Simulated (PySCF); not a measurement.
# One shape, several levels: CH4GeOS (SMILES O=[CH][GeH2][SH])

Aim: a comparison of 3 runs (BP86/ccECP-cc-pVDZ, BP86/ccECP-aug-cc-pVDZ, BP86/ccECP-cc-pVTZ) of CH4GeOS. The job is set up through a Python script.

The calculation is run with PySCF 2.14.0.

## (1) Starting point

The species is CH4GeOS (8 atoms), meant as a singlet with charge 0. SMILES: `O=[CH][GeH2][SH]`. The shape comes from GFN2-xTB, which is rough for such elements, and wasn't checked as a minimum. This is one conformer, not always the lowest.

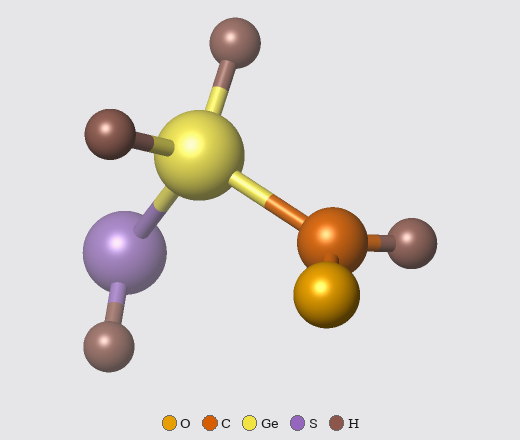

Viewed from a chosen angle; oxygen amber, carbon orange, germanium yellow, sulfur purple, hydrogen brown.

## (2) A single-point energy at BP86/ccECP-cc-pVDZ (core potential) (run 1)

The input, job.py:

```python
# O=[CH][GeH2][SH]
from pyscf import gto, dft

molecule = gto.M(
    atom='''
O    0.046560   0.144560  -2.255280
C   -0.397400   0.576700  -1.232940
Ge   0.492430   0.270880   0.552830
S   -0.619330  -1.282950   1.661900
H   -1.356750   1.131910  -1.218290
H    0.432590   1.491780   1.438110
H    1.932740  -0.150740   0.365200
H   -0.530850  -2.182150   0.688480
''',
    charge=0,
    verbose=3,
    max_memory=1860,
    basis='ccecp-cc-pvdz',
    spin=0,
    ecp='ccecp',
)

mf = dft.RKS(molecule)
mf.xc = 'bp86'
mf.grids.level = 4
mf.conv_tol = 1e-10
mf.kernel()
if not mf.converged:
    mf = mf.newton().run(mf.mo_coeff, mf.mo_occ)

energy = mf.e_tot
print('Final energy', energy)
```

Launch:

```bash
OMP_NUM_THREADS=1 python job.py
```

Log:

```text
converged SCF energy = -38.1976783668032
Final energy -38.19767836680324
```

It took 17 s on 1 thread of Arm Neoverse V1, shared host; peak memory 0.35 GiB.

## (3) A single-point energy at BP86/ccECP-aug-cc-pVDZ (core potential) (run 2)

The input, job.py:

```python
from pyscf import gto, dft

system = gto.M(
    atom=[
    ('O', (0.046560, 0.144560, -2.255280)),
    ('C', (-0.397400, 0.576700, -1.232940)),
    ('Ge', (0.492430, 0.270880, 0.552830)),
    ('S', (-0.619330, -1.282950, 1.661900)),
    ('H', (-1.356750, 1.131910, -1.218290)),
    ('H', (0.432590, 1.491780, 1.438110)),
    ('H', (1.932740, -0.150740, 0.365200)),
    ('H', (-0.530850, -2.182150, 0.688480)),
],
    ecp='ccecp',
    basis='ccecp-aug-cc-pvdz',
    verbose=4,
    max_memory=1860,
)

mf = dft.RKS(system)
mf.xc = 'bp86'
mf.conv_tol = 1e-10
mf.grids.level = 4
mf.kernel()
if not mf.converged:
    mf = mf.newton().run(mf.mo_coeff, mf.mo_occ)

etot = mf.e_tot
print(f'total energy: {etot:.8f} hartree')
```

Launch:

```bash
OMP_NUM_THREADS=1 python job.py
```

Log:

```text
PySCF version 2.14.0

[... 83 lines left out ...]
converged SCF energy = -38.2135609711443
total energy: -38.21356097 hartree
```

Run time: 29 s. Hardware: 1 thread of Arm Neoverse V1, shared host; peak memory 0.66 GiB.

## (4) A single-point energy at BP86/ccECP-cc-pVTZ (core potential) (run 3)

The input, input.py:

```python
# O=[CH][GeH2][SH]
from pyscf import gto, dft

system = gto.M(
    atom='''
O    0.046560   0.144560  -2.255280
C   -0.397400   0.576700  -1.232940
Ge   0.492430   0.270880   0.552830
S   -0.619330  -1.282950   1.661900
H   -1.356750   1.131910  -1.218290
H    0.432590   1.491780   1.438110
H    1.932740  -0.150740   0.365200
H   -0.530850  -2.182150   0.688480
''',
    ecp='ccecp',
    max_memory=1860,
    basis='ccecp-cc-pvtz',
    verbose=3,
)

mf = dft.RKS(system, xc='bp86')
mf.conv_tol = 1e-10
mf.grids.level = 4
mf.kernel()
if not mf.converged:
    mf = mf.newton().run(mf.mo_coeff, mf.mo_occ)

energy = mf.e_tot
print('Final energy', energy)
```

Launch:

```bash
OMP_NUM_THREADS=1 python input.py
```

Log:

```text
converged SCF energy = -38.2287316680685
Final energy -38.22873166806854
```

It took 55 s on 1 thread of Arm Neoverse V1, shared host; peak memory 1.4 GiB.

## (5) The series

```
run                                    level  energy (Eh)  dipole moment (D)  HOMO energy (eV)  LUMO energy (eV)  wall time
  1      BP86/ccECP-cc-pVDZ (core potential)   -38.197678               0.96             -5.71             -2.87       17 s
  2  BP86/ccECP-aug-cc-pVDZ (core potential)   -38.213561               1.11             -5.88             -3.05       29 s
  3      BP86/ccECP-cc-pVTZ (core potential)   -38.228732               1.08             -5.87             -3.01       55 s
```

## (6) Summary of results

```
            quantity         value
 run 3: total energy  -38.22873 Eh
run 3: dipole moment        1.08 D
  run 3: HOMO energy      -5.87 eV
  run 3: LUMO energy      -3.01 eV
run 3: HOMO–LUMO gap       2.85 eV
```

The dipole moment (its size) runs from 0.96 D (BP86/ccECP-cc-pVDZ) to 1.11 D (BP86/ccECP-aug-cc-pVDZ). The HOMO–LUMO gap runs from 2.83 eV (BP86/ccECP-aug-cc-pVDZ) to 2.85 eV (BP86/ccECP-cc-pVTZ). All runs together took 1.7 min, the longest 55 s.
